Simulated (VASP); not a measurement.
# A VASP study of CaZr (BLYP): structure first, properties next, part 2 of 5

What structure does CaZr take at this level, and what are its properties? The cell is invented: it takes the structure of a Materials Project entry for CaPb (space group 123 there), with some of its atoms replaced by other elements, volume scaled by an estimate. It may not be a known or stable phase. The atoms of the start are displaced at random from the sites of a P4/mmm cell.

VASP 6.6.1; BLYP; plane waves and PAW (Zr_sv, Ca_sv); invented cell.

So far: Starting point; First try.

### 3. Relaxing cell and atoms (BLYP)

Properties are meant for the cell that this level of theory prefers, so cell and atoms are relaxed first (ISIF = 3) until forces and stress are small; EDIFFG sets the threshold.

Input file INCAR:

```
SYSTEM = CaZr
PREC = Accurate
ENCUT = 400
EDIFF = 1E-06
NELM = 100
ISMEAR = 1
SIGMA = 0.2
LREAL = .FALSE.
ALGO = Normal
GGA = B5
ALDAX = 1
AGGAX = 1
AGGAC = 1
ALDAC = 0
LORBIT = 11
LWAVE = .FALSE.
LCHARG = .FALSE.
IBRION = 2
NSW = 60
ISIF = 3
EDIFFG = -0.01
```

Input file POSCAR:

```
CaZr
1.0
    3.4586310000      0.0000000000      0.0000000000
    0.0000000000      3.4586310000      0.0000000000
    0.0000000000      0.0000000000      4.4873820000
Zr Ca
1 1
Direct
    0.5001500000      0.5040960000      0.4978110000
   -0.0022520000     -0.0044630000      0.0033140000
```

Input file KPOINTS:

```
Automatic mesh
0
Gamma
6 6 5
0 0 0
```

PAW data sets: Zr_sv and Ca_sv (PBE family, release 64).

Launch:

```console
mpirun -np 1 vasp_std
```

What it wrote:

```text
[banner, memory and clock lines left out]
running    1 mpi-ranks, on    1 nodes
 distrk:  each k-point on    1 cores,    1 groups
 distr:  one band on    1 cores,    1 groups

 POSCAR found type information on POSCAR ZrCa
 POSCAR found :  2 types and       2 ions
 [... a notice as in an earlier step ...]

 LDA part: xc-table for (Slater(with rela. corr.)+VWN5), standard interpolation
 POSCAR, INCAR and KPOINTS ok, starting setup
 FFT: planning ... GRIDC
 FFT: planning ... GRID_SOFT
 FFT: planning ... GRID
 WAVECAR not read
 entering main loop
       N       E                     dE             d eps       ncg     rms          rms(c)
DAV:   1     0.177415785241E+03    0.17742E+03   -0.10346E+04  2760   0.118E+03
DAV:   2     0.162450484542E+01   -0.17579E+03   -0.17400E+03  3288   0.355E+02
DAV:   3    -0.830685460537E+01   -0.99314E+01   -0.97117E+01  5353   0.646E+01
DAV:   4    -0.852789264624E+01   -0.22104E+00   -0.22019E+00  3260   0.941E+00
DAV:   5    -0.853535686834E+01   -0.74642E-02   -0.74604E-02  4598   0.121E+00    0.747E+00
DAV:   6    -0.760939729442E+01    0.92596E+00   -0.85168E+00  3404   0.131E+01    0.254E+00
DAV:   7    -0.759770052823E+01    0.11697E-01   -0.36294E-01  3985   0.347E+00    0.182E+00
DAV:   8    -0.760332888508E+01   -0.56284E-02   -0.59913E-02  3650   0.192E+00    0.463E-01
DAV:   9    -0.760475390975E+01   -0.14250E-02   -0.10632E-02  4235   0.651E-01    0.173E-01
DAV:  10    -0.760511176476E+01   -0.35786E-03   -0.15832E-03  3446   0.272E-01    0.483E-02
DAV:  11    -0.760518502574E+01   -0.73261E-04   -0.18710E-04  4130   0.100E-01    0.356E-02
DAV:  12    -0.760518529628E+01   -0.27054E-06   -0.18466E-05  3313   0.444E-02    0.591E-03
DAV:  13    -0.760518492119E+01    0.37509E-06   -0.65260E-06  2885   0.145E-02
   1 F= -.76051849E+01 E0= -.76046506E+01  d E =-.760518E+01
 curvature:   0.00 expect dE= 0.000E+00 dE for cont linesearch  0.000E+00
 trial: gam= 0.00000 g(F)=  0.196E-02 g(S)=  0.166E+00 ort = 0.000E+00 (trialstep = 0.100E+01)
 search vector abs. value=  0.168E+00
 bond charge predicted
       N       E                     dE             d eps       ncg     rms          rms(c)
DAV:   1    -0.936202992010E+01   -0.17568E+01   -0.55596E+01  2956   0.810E+01    0.830E+00
DAV:   2    -0.799968539941E+01    0.13623E+01   -0.78871E+00  3775   0.227E+01    0.430E+00
DAV:   3    -0.763903482865E+01    0.36065E+00   -0.11563E+00  4546   0.890E+00    0.106E+00
DAV:   4    -0.766183559358E+01   -0.22801E-01   -0.30033E-01  4784   0.253E+00    0.915E-01
DAV:   5    -0.768187255156E+01   -0.20037E-01   -0.15562E-02  3509   0.861E-01    0.499E-01
DAV:   6    -0.769617691720E+01   -0.14304E-01   -0.30444E-02  4687   0.805E-01    0.661E-02
DAV:   7    -0.769626832013E+01   -0.91403E-04   -0.44345E-04  3866   0.180E-01    0.299E-02
DAV:   8    -0.769629461709E+01   -0.26297E-04   -0.72178E-05  4448   0.539E-02    0.912E-03
DAV:   9    -0.769629661692E+01   -0.19998E-05   -0.59254E-06  2735   0.224E-02    0.444E-03
DAV:  10    -0.769629648904E+01    0.12788E-06   -0.47410E-07  1779   0.773E-03
   2 F= -.76962965E+01 E0= -.76964960E+01  d E =-.911116E-01
[... from here on, the cycles between the ionic steps are left out ...]
   3 F= -.76976649E+01 E0= -.76978964E+01  d E =-.924800E-01
   4 F= -.77392160E+01 E0= -.77389712E+01  d E =-.415511E-01
   5 F= -.78064030E+01 E0= -.78101582E+01  d E =-.108738E+00
   6 F= -.78062825E+01 E0= -.78097758E+01  d E =-.108618E+00
   7 F= -.78071724E+01 E0= -.78109827E+01  d E =-.889871E-03
   8 F= -.78081726E+01 E0= -.78118600E+01  d E =-.189005E-02
   9 F= -.78081713E+01 E0= -.78118633E+01  d E =-.188879E-02
  10 F= -.78081267E+01 E0= -.78118430E+01  d E =-.184414E-02
  11 F= -.78081699E+01 E0= -.78118649E+01  d E =-.188738E-02
  12 F= -.78084316E+01 E0= -.78122500E+01  d E =-.261628E-03
 trial-energy change:   -0.000262  1 .order   -0.000265   -0.000351   -0.000179
 step:   3.0497(harm=  3.0497)  dis= 0.00512  next Energy=    -7.808528 (dE=-0.358E-03)
 bond charge predicted
       N       E                     dE             d eps       ncg     rms          rms(c)
DAV:   1    -0.780919631387E+01   -0.76451E-03   -0.11411E-01  2760   0.351E+00    0.173E-01
DAV:   2    -0.780871928973E+01    0.47702E-03   -0.33622E-03  3145   0.531E-01    0.886E-02
DAV:   3    -0.780852621586E+01    0.19307E-03   -0.41466E-04  3712   0.143E-01    0.252E-02
DAV:   4    -0.780851680804E+01    0.94078E-05   -0.28770E-05  3920   0.386E-02    0.953E-03
DAV:   5    -0.780851659041E+01    0.21763E-06   -0.31479E-06  2990   0.122E-02
  13 F= -.78085166E+01 E0= -.78124570E+01  d E =-.346658E-03
 curvature:  -1.55 expect dE=-0.143E-04 dE for cont linesearch -0.728E-07
 trial: gam= 0.02906 g(F)=  0.211E-05 g(S)=  0.711E-05 ort =-0.335E-05 (trialstep = 0.180E+01)
 search vector abs. value=  0.923E-05
 reached required accuracy - stopping structural energy minimisation
```

The job ended after 6.9 min (1 MPI rank of AMD EPYC 7R43, shared host; peak memory 0.15 GiB).

From OUTCAR (step 3):

```text
The static configuration has the point symmetry C_1 .

 Found     92 irreducible k-points:

   dimension x,y,z NGX =    24 NGY =   24 NGZ =   30
   dimension x,y,z NGXF=    48 NGYF=   48 NGZF=   60

   ENCUT  =  400.0 eV  29.40 Ry    5.42 a.u.   5.64  5.64  7.32*2*pi/ulx,y,z

   NELECT =      22.0000    total number of electrons

 E-fermi :   5.4933

 k-point     1 :       0.0000    0.0000    0.0000
  band No.  band energies     occupation
    ...
      7     -16.3053      2.00000
      8     -16.3053      2.00000
      9       0.9239      2.00000
     10       3.8168      2.00000
     11       4.5795      2.00000
     12       6.8370     -0.00000
     13       7.4965     -0.00000
     14       7.5100     -0.00000
     15       7.5101     -0.00000

 k-point     2 :       0.1667    0.0000    0.0000
  band No.  band energies     occupation
    ...
      7     -16.3936      2.00000
      8     -16.2966      2.00000
      9       1.4169      2.00000
     10       4.2042      2.00000
     11       4.9033      2.00025
     12       6.1236     -0.00008
     13       7.3452     -0.00000
     14       7.6648     -0.00000
     15       7.6672     -0.00000

  Total        0.0120278      0.0119370      0.0023724     -0.0000697     -0.0009373     -0.0002566
  in kB        0.3344998      0.3319763      0.0659779     -0.0019396     -0.0260662     -0.0071375
  external PRESSURE =       0.2441514 kB  Pullay stress =       0.0000000 kB

  energy-cutoff  :      400.00
  volume of cell :       57.61
      direct lattice vectors                 reciprocal lattice vectors
     3.293116482  0.000026675 -0.000000500     0.303663720 -0.000002459 -0.000006505
     0.000026670  3.293118411 -0.000001802    -0.000002460  0.303663542 -0.000023532
     0.000113805  0.000411666  5.312329877     0.000000029  0.000000103  0.188241322

 POSITION                                       TOTAL-FORCE (eV/Angst)
 -----------------------------------------------------------------------------------
      1.64283      1.64500      2.65941         0.001141      0.004082     -0.001981
      3.28999      0.00060      0.00273        -0.001141     -0.004082      0.001981
 -----------------------------------------------------------------------------------
    total drift:                                0.000027     -0.000067      0.000291

  FREE ENERGIE OF THE ION-ELECTRON SYSTEM (eV)
  ---------------------------------------------------
  free  energy   TOTEN  =        -7.8085165904 eV

  energy  without entropy=       -7.8203377908  energy(sigma->0) =       -7.81245699

 total charge
# of ion       s       p       d       tot
------------------------------------------
    1        2.229   5.907   1.646   9.781
    2        2.089   5.833   0.302   8.224
--------------------------------------------------
tot          4.319  11.740   1.947  18.006

[... 6 parts as in an earlier step ...]

[... 5 further parts left out ...]
```

The k-mesh is coarse for a metal. The PAW data sets were made with PBE, which is usual practice but a small mismatch for other functionals.

Relaxation path:

```csv
step,energy less that of the first step (eV),largest force (eV/Å),pressure (GPa),volume (Å³)
1,0.0000,0.1425,3.95,53.68
2,-0.0911,0.0742,-0.47,58.95
3,-0.0925,0.0651,-1.06,59.86
4,-0.1340,0.0353,-1.00,59.64
5,-0.2012,0.0476,-0.60,58.51
6,-0.2011,0.0447,-0.63,58.58
7,-0.2020,0.0257,0.47,57.02
8,-0.2030,0.0343,-0.01,57.68
9,-0.2030,0.0340,-0.01,57.65
10,-0.2029,0.0324,0.09,57.53
11,-0.2030,0.0338,0.03,57.64
12,-0.2032,0.0190,0.02,57.62
13,-0.2033,0.0047,0.02,57.61
```

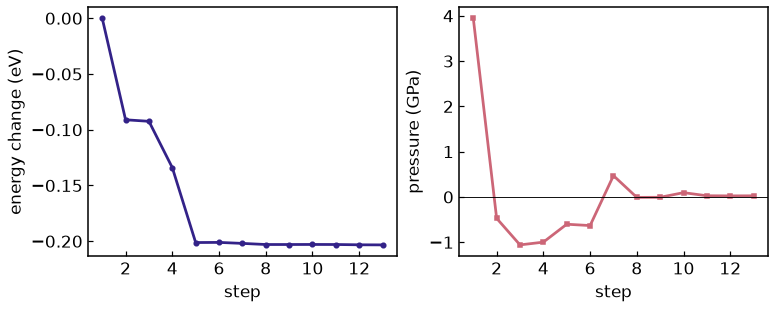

Energy and pressure along the relaxation.

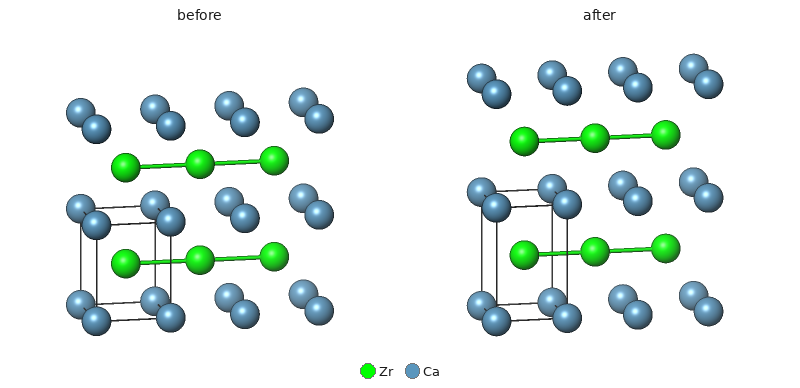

Before and after, at one scale.

```csv
cell as run,before,after,change
a (Å),3.459,3.293,-4.8 %
b (Å),3.459,3.293,-4.8 %
c (Å),4.487,5.312,+18.4 %
volume (Å³/atom),26.84,28.81,+7.3 %
```

The atoms that moved most (Å, as changes of fractional coordinates times the final cell):

```csv
atom,dx,dy,dz,length
Zr1,-0.004,-0.015,0.015,0.022
Ca2,0.004,0.015,-0.015,0.022
```

Final coordinates:

```xyz
2
Lattice="3.2931 0.0000 0.0000 0.0000 3.2931 0.0000 0.0001 0.0004 5.3123" Properties=species:S:1:pos:R:3 pbc="T T T"
Zr    1.6428    1.6450    2.6594
Ca   -0.0031    0.0006    0.0027
```

Numbers from this step:

| Item | Value |
| --- | --- |
| electrons | 22 |
| bands | 15 |
| irreducible k-points | 92 |
| symmetry operations | 1 |
| free energy (TOTEN) | -7.809 eV |
| energy at zero smearing | -7.812 eV |
| Fermi energy | 5.493 eV |
| pressure | 0.02442 GPa |
| metallic | yes |
| SCF cycles over all ionic steps | 98 |

It ends with a largest force of 0.005 eV/Å and a pressure of 0.02 GPa.

### 4. Second relaxation

A relaxation keeps the plane waves of the cell it began with, so it is repeated from the new cell, on a basis made for it. The mesh changes with the cell too.

INCAR is that of step 3.

Input file POSCAR:

```
CaZr
1.0
    3.2931174500      0.0000000000      0.0000000000
    0.0000000000      3.2931174500      0.0000000000
    0.0000000000      0.0000000000      5.3123298900
Zr Ca
1 1
Direct
    0.0000000000      0.0000000000      0.5000000000
    0.5000000000      0.5000000000      0.0000000000
```

Input file KPOINTS:

```
Automatic mesh
0
Gamma
6 6 4
0 0 0
```

The cell reached was symmetrised within 0.01 Å before this step, which raises the operations from 1 to 16, which the run then keeps.

Launch:

```console
mpirun -np 1 vasp_std
```

What it wrote:

```text
[... set-up lines as in an earlier step ...]
 entering main loop
       N       E                     dE             d eps       ncg     rms          rms(c)
DAV:   1     0.176271220140E+03    0.17627E+03   -0.10684E+04   908   0.118E+03
DAV:   2     0.300754805037E+01   -0.17326E+03   -0.17187E+03  1068   0.357E+02
DAV:   3    -0.838413462775E+01   -0.11392E+02   -0.11326E+02  1765   0.666E+01
DAV:   4    -0.865990850972E+01   -0.27577E+00   -0.27494E+00  1082   0.115E+01
DAV:   5    -0.866903060579E+01   -0.91221E-02   -0.91213E-02  1517   0.142E+00    0.685E+00
DAV:   6    -0.799130073791E+01    0.67773E+00   -0.12210E+01  1068   0.127E+01    0.316E+00
DAV:   7    -0.783353037568E+01    0.15777E+00   -0.98309E-01  1294   0.426E+00    0.212E+00
DAV:   8    -0.782865357495E+01    0.48768E-02   -0.28615E-01  1152   0.263E+00    0.382E-01
DAV:   9    -0.782477549863E+01    0.38781E-02   -0.90832E-02  1277   0.123E+00    0.244E-01
DAV:  10    -0.782467083353E+01    0.10467E-03   -0.48280E-03  1197   0.394E-01    0.870E-02
DAV:  11    -0.782477552557E+01   -0.10469E-03   -0.13487E-03  1427   0.182E-01    0.409E-02
DAV:  12    -0.782478059872E+01   -0.50731E-05   -0.11171E-04  1167   0.733E-02    0.678E-03
DAV:  13    -0.782478087916E+01   -0.28044E-06   -0.92130E-06  1012   0.151E-02
   1 F= -.78247809E+01 E0= -.78274111E+01  d E =-.782478E+01
 curvature:   0.00 expect dE= 0.000E+00 dE for cont linesearch  0.000E+00
 trial: gam= 0.00000 g(F)=  0.000E+00 g(S)=  0.236E-03 ort = 0.000E+00 (trialstep = 0.100E+01)
 search vector abs. value=  0.236E-03
 bond charge predicted
       N       E                     dE             d eps       ncg     rms          rms(c)
DAV:   1    -0.782782212758E+01   -0.30415E-02   -0.88274E-02  1047   0.315E+00    0.381E-01
DAV:   2    -0.782534545366E+01    0.24767E-02   -0.11391E-02  1127   0.883E-01    0.156E-01
DAV:   3    -0.782484902708E+01    0.49643E-03   -0.20091E-03  1414   0.336E-01    0.499E-02
DAV:   4    -0.782487399206E+01   -0.24965E-04   -0.41484E-04  1546   0.111E-01    0.437E-02
DAV:   5    -0.782490747557E+01   -0.33484E-04   -0.32992E-05  1242   0.378E-02    0.200E-02
DAV:   6    -0.782492823011E+01   -0.20755E-04   -0.64572E-05  1501   0.377E-02    0.634E-03
DAV:   7    -0.782492842700E+01   -0.19689E-06   -0.21596E-06   828   0.104E-02
   2 F= -.78249284E+01 E0= -.78275595E+01  d E =-.147548E-03
 trial-energy change:   -0.000148  1 .order   -0.000132   -0.000236   -0.000028
 step:   1.0894(harm=  1.1328)  dis= 0.00000  next Energy=    -7.824930 (dE=-0.149E-03)
 bond charge predicted
       N       E                     dE             d eps       ncg     rms          rms(c)
DAV:   1    -0.782495222294E+01   -0.23993E-04   -0.69706E-04  1040   0.280E-01    0.337E-02
DAV:   2    -0.782493369823E+01    0.18525E-04   -0.88354E-05  1128   0.785E-02    0.137E-02
DAV:   3    -0.782492993657E+01    0.37617E-05   -0.15976E-05  1381   0.299E-02    0.439E-03
DAV:   4    -0.782492998901E+01   -0.52438E-07   -0.29232E-06   872   0.984E-03
   3 F= -.78249300E+01 E0= -.78275598E+01  d E =-.149110E-03
 curvature:  -0.51 expect dE=-0.707E-05 dE for cont linesearch -0.407E-06
 trial: gam= 0.00072 g(F)=  0.256E-65 g(S)=  0.140E-04 ort = 0.138E-04 (trialstep = 0.102E+01)
 search vector abs. value=  0.140E-04
 reached required accuracy - stopping structural energy minimisation
```

Run time: 51 s. Hardware: 1 MPI rank; peak memory 0.13 GiB.

From OUTCAR (step 4):

```text
  LATTYP: Found a simple tetragonal cell.
 ALAT       =     3.2931174500
 C/A-ratio  =     1.6131613800

 Subroutine GETGRP returns: Found 16 space group operations
 (whereof 16 operations were pure point group operations)

The static configuration has the point symmetry D_4h.

 Found     30 irreducible k-points:

   k-points           NKPTS =     30   k-points in BZ     NKDIM =     30   number of bands    NBANDS=     15

   dimension x,y,z NGX =    24 NGY =   24 NGZ =   36
   dimension x,y,z NGXF=    48 NGYF=   48 NGZF=   72

   ENCUT  =  400.0 eV  29.40 Ry    5.42 a.u.   5.37  5.37  8.66*2*pi/ulx,y,z

   NELECT =      22.0000    total number of electrons

 E-fermi :   5.4774

 k-point     1 :       0.0000    0.0000    0.0000
  band No.  band energies     occupation
    ...
      7     -16.3735      2.00000
      8     -16.3735      2.00000
      9       0.8985      2.00000
     10       3.7976      2.00000
     11       4.5732      2.00000
     12       6.7871     -0.00000
     13       7.4335     -0.00000
     14       7.4907     -0.00000
     15       7.4907     -0.00000

 k-point     2 :       0.1667    0.0000    0.0000
  band No.  band energies     occupation
    ...
      7     -16.4530      2.00000
      8     -16.3649      2.00000
      9       1.3899      2.00000
     10       4.1859      2.00000
     11       4.8941      2.00030
     12       6.0923     -0.00012
     13       7.3095     -0.00000
     14       7.6027     -0.00000
     15       7.6478     -0.00000

  Total       -0.0124485     -0.0124485      0.0164069      0.0000000      0.0000000      0.0000000
  in kB       -0.3448001     -0.3448001      0.4544385      0.0000000      0.0000000      0.0000000
  external PRESSURE =      -0.0783872 kB  Pullay stress =       0.0000000 kB

  energy-cutoff  :      400.00
  volume of cell :       57.84
      direct lattice vectors                 reciprocal lattice vectors
     3.296062142  0.000000000 -0.000000000     0.303392338 -0.000000000  0.000000000
     0.000000000  3.296062142  0.000000000    -0.000000000  0.303392338 -0.000000000
    -0.000000000  0.000000000  5.324405314     0.000000000 -0.000000000  0.187814402

 POSITION                                       TOTAL-FORCE (eV/Angst)
 -----------------------------------------------------------------------------------
     -0.00000      0.00000      2.66220        -0.000000      0.000000      0.000000
      1.64803      1.64803     -0.00000         0.000000     -0.000000      0.000000
 -----------------------------------------------------------------------------------
    total drift:                                0.000000     -0.000000     -0.000000

  FREE ENERGIE OF THE ION-ELECTRON SYSTEM (eV)
  ---------------------------------------------------
  free  energy   TOTEN  =        -7.8249299890 eV

  energy  without entropy=       -7.8328195073  energy(sigma->0) =       -7.82755983

 total charge
# of ion       s       p       d       tot
------------------------------------------
    1        2.225   5.908   1.649   9.782
    2        2.090   5.835   0.294   8.219
--------------------------------------------------
tot          4.315  11.743   1.943  18.001

[... 1 part as in an earlier step ...]

[... 7 further parts left out ...]
```

CONTCAR:

```
CaZr
   1.00000000000000
     3.2960621417847769    0.0000000000000000   -0.0000000000000000
     0.0000000000000000    3.2960621417847769    0.0000000000000000
    -0.0000000000000000    0.0000000000000000    5.3244053138105114
  Zr              Ca
     1     1
Direct
     0.0000000000000000    0.0000000000000000    0.5000000000000000
     0.5000000000000000    0.5000000000000000    0.0000000000000000
```

The run keeps the 16 symmetry operations of its start, so it cannot find a distortion of lower symmetry.

Step by step:

```csv
step,energy less that of the first step (eV),largest force (eV/Å),pressure (GPa),volume (Å³)
1,0.0000,0.0000,0.14,57.61
2,-0.0001,0.0000,0.00,57.83
3,-0.0001,0.0000,-0.01,57.84
```

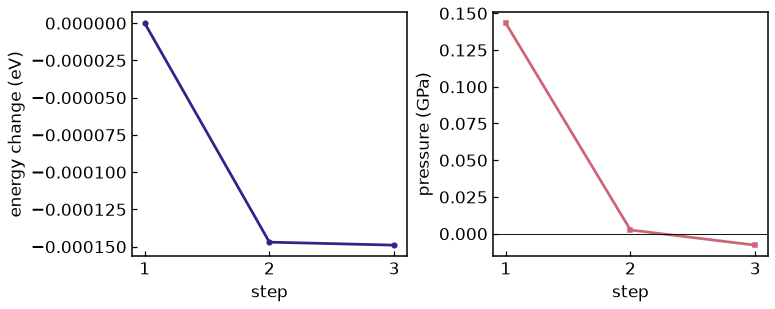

Energy and pressure along the relaxation.

```csv
"conventional cell, symmetrised",before,after,change
a (Å),3.293,3.296,+0.1 %
b (Å),3.293,3.296,+0.1 %
c (Å),5.312,5.324,+0.2 %
volume (Å³/atom),28.81,28.92,+0.4 %
```

Final coordinates:

```xyz
2
Lattice="3.2961 0.0000 0.0000 0.0000 3.2961 0.0000 0.0000 0.0000 5.3244" Properties=species:S:1:pos:R:3 pbc="T T T"
Zr    0.0000    0.0000    2.6622
Ca    1.6480    1.6480    0.0000
```

This step gave:

```
irreducible k-points            : 30
symmetry operations             : 16
free energy (TOTEN)             : -7.825 eV
energy at zero smearing         : -7.828 eV
Fermi energy                    : 5.477 eV
pressure                        : -0.007839 GPa
SCF cycles over all ionic steps : 24
```

It ends with forces that vanish by symmetry and a pressure of -0.01 GPa.

[end of part 2 of 5]

[Lines on the potential files, build, host, timing and source positions are cut from VASP's logs without a mark.]

[Logs are printed without paths, hosts, clocks, repeated set-up lines and the standing remarks that a program may print on its own settings, such as how far it seeks lower states.]

[Hosts, paths, dates, database ids (printed as entryN), source tags and the programs' standing remarks are cut or masked in the printed files.]

[A measured line is paired with the nearest computed mode of its activity, which favours agreement.]

[In band tables of VASP the shares of atoms and orbitals are scaled to a sum of 1 inside the atoms' spheres.]
